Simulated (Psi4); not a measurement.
**SO2 (sulfur dioxide) at SCAN/cc-pVTZ (sweep point 3)**

What is the energy change on altering one bond length of SO2 (sulfur dioxide) at SCAN/cc-pVTZ (sweep point 3)? 

The calculation is run with Psi4 1.11.

## 1. Starting point

The species is SO2 (3 atoms), meant as a singlet with charge 0. SMILES: `O=S=O`. The shape is that of a GFN2-xTB optimisation.

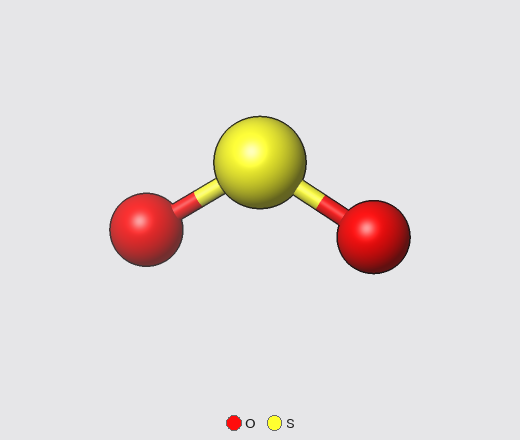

The structure, seen from a chosen angle (oxygen red, sulfur yellow).

## 2. The energy at SCAN/cc-pVTZ (sweep point 3)

job.inp reads:

```
memory 1.6 GB

molecule {
  O     -0.970250     0.629650    -0.459050
  S      0.280030     0.371410     0.194090
  O      0.690220    -1.001060     0.264960
  units angstrom
  symmetry c1
}

set puream true
set scf_type pk
set dft_radial_points 99
set dft_spherical_points 590

result = energy("scan/cc-pVTZ")
```

Started as:

```bash
psi4 -i job.inp -o job.out -n 1
```

job.out:

```text
[...]
  Running in c1 symmetry.
[...]
  Nuclear repulsion =  108.356578885425023
[...]
  Multiplicity = 1
[...]
  Nalpha       = 16
  Nbeta        = 16
[...]
    Number of basis functions: 94
[...]
   @RKS iter   1:  -548.39920450858551    2.55500e-01   9.51252e-03 ADIIS/DIIS
[...]
   @RKS iter   9:  -548.67641644779860   -6.84008e-09   1.94217e-07 DIIS
[...]
    Orbital Energies [Eh]
    ---------------------
    Doubly Occupied:
       1A    -88.728944     2A    -19.002349     3A    -19.002328
       4A     -8.023161     5A     -5.969703     6A     -5.967701
       7A     -5.963036     8A     -1.113565     9A     -1.020088
      10A     -0.602896    11A     -0.467448    12A     -0.458977
      13A     -0.457491    14A     -0.348824    15A     -0.323213
      16A     -0.304099
[...]
  @RKS Final Energy:  -548.67641644779860
   => Energetics <=
    Nuclear Repulsion Energy =            108.3565788854250229
    One-Electron Energy =                -971.1505261988104394
    Two-Electron Energy =                 357.0041183151639643
    DFT Exchange-Correlation Energy =     -42.8865874495771564
    Empirical Dispersion Energy =           0.0000000000000000
    VV10 Nonlocal Energy =                  0.0000000000000000
    Total Energy =                       -548.6764164477986014
[...]
 Multipole Moments:
 ------------------------------------------------------------------------------------
     Multipole            Electronic (a.u.)      Nuclear  (a.u.)        Total (a.u.)
 ------------------------------------------------------------------------------------
 L = 1.  Multiply by 2.5417464519 to convert [e a0] to [Debye]
 Dipole X            :          0.4549260            0.0042658            0.4591918
 Dipole Y            :          0.5014497            0.0046990            0.5061487
 Dipole Z            :         -0.0000000            0.0000000           -0.0000000
 Magnitude           :                                                    0.6834058
[...]
```

Run time: 12 s. Hardware: 1 thread of Intel Xeon 6975P-C (Granite Rapids), shared host; peak memory 1 GiB.

## 3. The distorted shape at the same level

calc.inp reads:

```
memory 1600 mb

molecule {
  0 1
  O     -1.175342     1.315874    -0.494484
  S      0.074938     1.057634     0.158656
  O      0.690220    -1.001060     0.264960
  symmetry c1
}

set {
  reference rks
  puream true
  scf_type pk
  dft_radial_points 99
  dft_spherical_points 590
}

energy("scan/cc-pVTZ")
print_variables()
```

Started as:

```bash
psi4 calc.inp calc.out -n 1
```

calc.out:

```text
[...]
  Running in c1 symmetry.
[...]
  Nuclear repulsion =   89.750320320772587
[...]
  Multiplicity = 1
[...]
  Nalpha       = 16
  Nbeta        = 16
[...]
    Number of basis functions: 94
[...]
   @RKS iter   1:  -547.82631565517613    1.99554e-01   1.25712e-02 DIIS/ADIIS
[...]
   @RKS iter  14:  -548.51813310466241   -5.78143e-09   2.15622e-07 DIIS
[...]
    Orbital Energies [Eh]
    ---------------------
    Doubly Occupied:
       1A    -88.743755     2A    -19.060749     3A    -18.991858
       4A     -8.038973     5A     -5.983428     6A     -5.983124
       7A     -5.981097     8A     -1.115621     9A     -0.854537
      10A     -0.665021    11A     -0.465778    12A     -0.462551
      13A     -0.457400    14A     -0.300628    15A     -0.277865
      16A     -0.251432
[...]
  @RKS Final Energy:  -548.51813310466241
   => Energetics <=
    Nuclear Repulsion Energy =             89.7503203207725875
    One-Electron Energy =                -934.0446233923090631
    Two-Electron Energy =                 338.3642990627504332
    DFT Exchange-Correlation Energy =     -42.5881290958764112
    Empirical Dispersion Energy =           0.0000000000000000
    VV10 Nonlocal Energy =                  0.0000000000000000
    Total Energy =                       -548.5181331046624109
[...]
 Multipole Moments:
 ------------------------------------------------------------------------------------
     Multipole            Electronic (a.u.)      Nuclear  (a.u.)        Total (a.u.)
 ------------------------------------------------------------------------------------
 L = 1.  Multiply by 2.5417464519 to convert [e a0] to [Debye]
 Dipole X            :          0.0689724            0.0034388            0.0724112
 Dipole Y            :          1.2007931            0.0075930            1.2083861
 Dipole Z            :         -0.0000000           -0.0000000           -0.0000000
 Magnitude           :                                                    1.2105537
[...]
```

Wall time 16 s (1 thread of Intel Xeon 6975P-C (Granite Rapids), shared host); peak memory 1 GiB.

## 4. Summary of results

At SCAN/cc-pVTZ (sweep point 3):

| quantity | value |
| --- | --- |
| first shape: total energy | -548.67642 Eh |
| first shape: dipole moment | 1.74 D |
| first shape: HOMO energy | -8.27 eV |
| first shape: LUMO energy | -4.32 eV |
| first shape: HOMO–LUMO gap | 3.96 eV |
| distorted shape: total energy | -548.51813 Eh |
| distorted shape: dipole moment | 3.08 D |
| distorted shape: HOMO energy | -6.84 eV |
| distorted shape: LUMO energy | -6.11 eV |
| distorted shape: HOMO–LUMO gap | 0.73 eV |
| energy change with the S2–O3 bond stretched from 1.434 to 2.151 Å | 4.307 eV |

What this shows: With the S2–O3 bond stretched from 1.434 to 2.151 Å the energy rises by 4.31 eV (416 kJ/mol). The first shape isn't relaxed at this level, so the change isn't measured from a minimum. A restricted reference can't describe the breaking bond well at this length.
